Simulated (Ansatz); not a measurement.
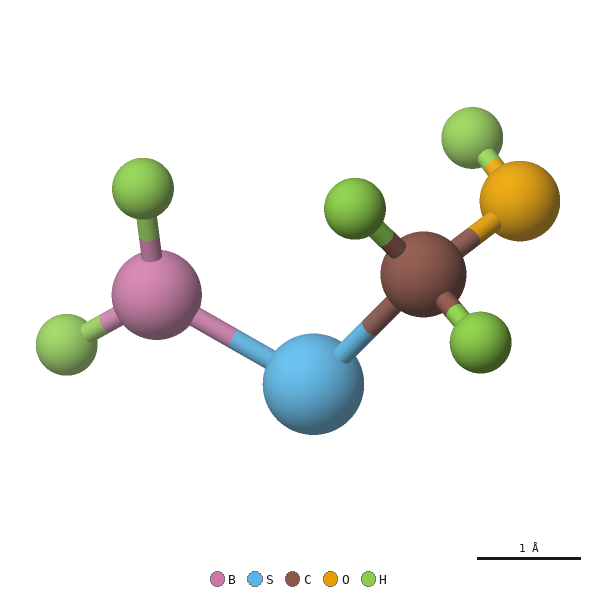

Identify the structure.

It has 9 atoms: 1 carbon, 5 hydrogen, 1 boron, 1 oxygen and 1 sulfur (CH₅BOS). As SMILES it reads `BSCO`. It has no ring. Among its groups: alcohol, B–H bond. This geometry has C1 symmetry. Coordination: 1 B trigonal planar; 1 S bent; 1 C tetrahedral; 1 O bent.

More results for the same structure follow; atom numbers are the same in all pictures, views and colours differ. The computed structure is the end point of a PBE0-D4/def2-TZVP optimisation.

**Vibrations**

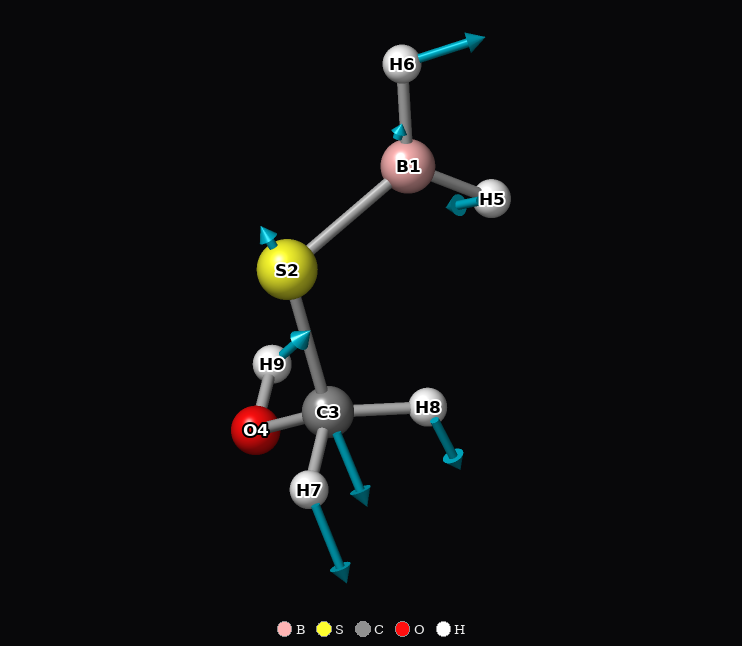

The arrows show one normal mode. Harmonic vibrations computed with RKS PBE0-D4/def2-TZVP (Ansatz 0.2.0) at a stationary point of the same level.

**Estimate its harmonic wavenumber.**

697 cm⁻¹; it is mode 6 of 21 counted from the lowest.

**Levels of theory compared**

Program: Ansatz 0.2.0.

At this fixed geometry, give dipole (D), HOMO energy (eV) at these levels: B3LYP-D4/def2-TZVPP; PBE-D4/def2-TZVPP; r2SCAN-D4/def2-TZVPP; ωB97M-V/def2-TZVPP.

```json
{"level": "B3LYP-D4/def2-TZVPP", "dipole (D)": "1.21", "HOMO energy (eV)": "−7.84"}
{"level": "PBE-D4/def2-TZVPP", "dipole (D)": "1.16", "HOMO energy (eV)": "−6.72"}
{"level": "r2SCAN-D4/def2-TZVPP", "dipole (D)": "1.26", "HOMO energy (eV)": "−7.01"}
{"level": "ωB97M-V/def2-TZVPP", "dipole (D)": "1.22", "HOMO energy (eV)": "−10.30"}
```

**Thermal motion**

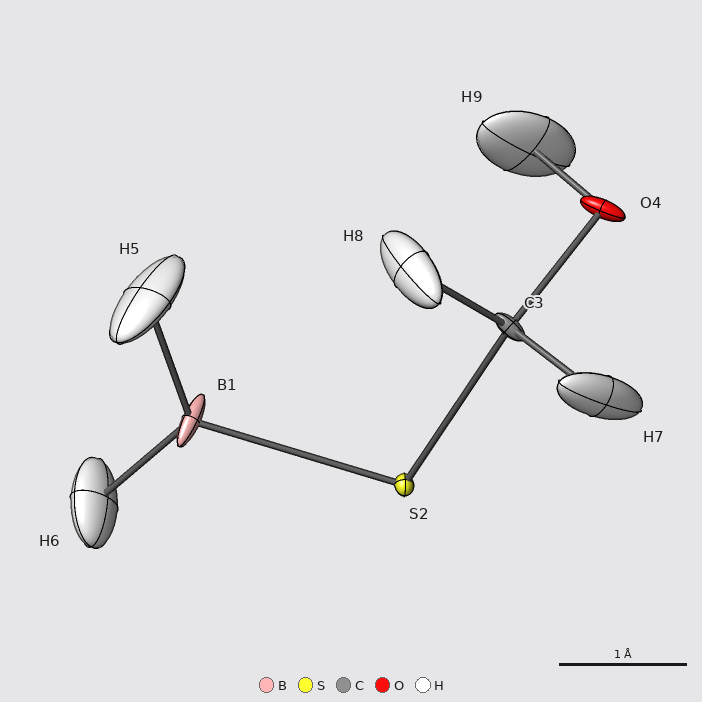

Displacement ellipsoids at the 50 % level, from the internal vibrations of the free molecule (harmonic, no overall translation or rotation; no half-axis is drawn under 0.075 Å). Vibrations computed with RKS PBE0-D4/def2-TZVP (Ansatz 0.2.0). Temperature: 100 K.

**Which atom has the largest mean-square displacement?**

H9, with U_eq = 0.0435 Å².

**Does H9 move more along its bond or across it?**

Across it: the root-mean-square amplitude is 0.128 Å along the bond and up to 0.299 Å across, since bending and torsion are softer than stretching.

List U_eq and the three principal root-mean-square amplitudes for each kind of atom.

| atom | U_eq (Å²) | rms amplitudes (Å) |
| --- | --- | --- |
| B1 | 0.0093 | 0.033, 0.042, 0.158 |
| S2 | 0.0017 | 0.020, 0.023, 0.065 |
| C3 | 0.0041 | 0.035, 0.040, 0.097 |
| O4 | 0.0058 | 0.022, 0.040, 0.124 |
| H5 | 0.0411 | 0.086, 0.148, 0.306 |
| H6 | 0.0319 | 0.095, 0.146, 0.256 |
| H7 | 0.0316 | 0.082, 0.117, 0.273 |
| H8 | 0.0337 | 0.083, 0.121, 0.282 |
| H9 | 0.0435 | 0.078, 0.187, 0.299 |

**Charges**

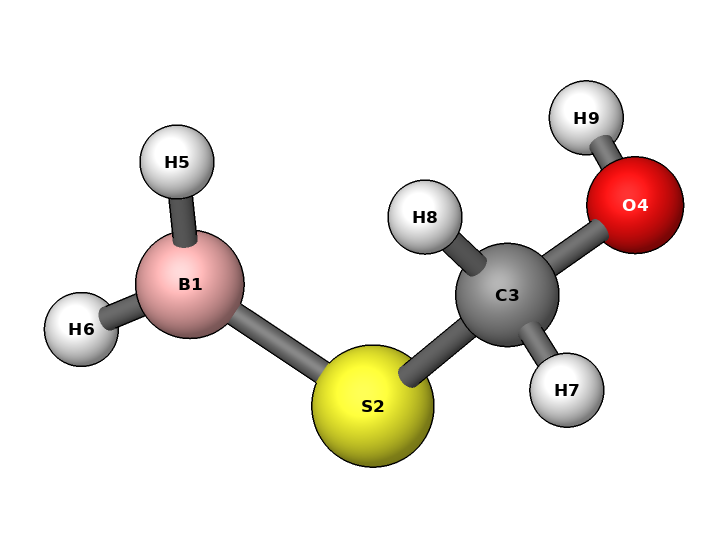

The questions are on Mulliken charges. Properties computed with RKS ωB97M-V/def2-TZVPP (Ansatz 0.2.0).

List the Mulliken charges.

| atom | value (e) |
| --- | --- |
| B1 | −0.23 |
| S2 | −0.03 |
| C3 | −0.04 |
| O4 | −0.30 |
| H5 | 0.07 |
| H6 | 0.08 |
| H7 | 0.13 |
| H8 | 0.13 |
| H9 | 0.18 |

Mulliken values depend strongly on the basis set and can even reverse the polarity of a bond.
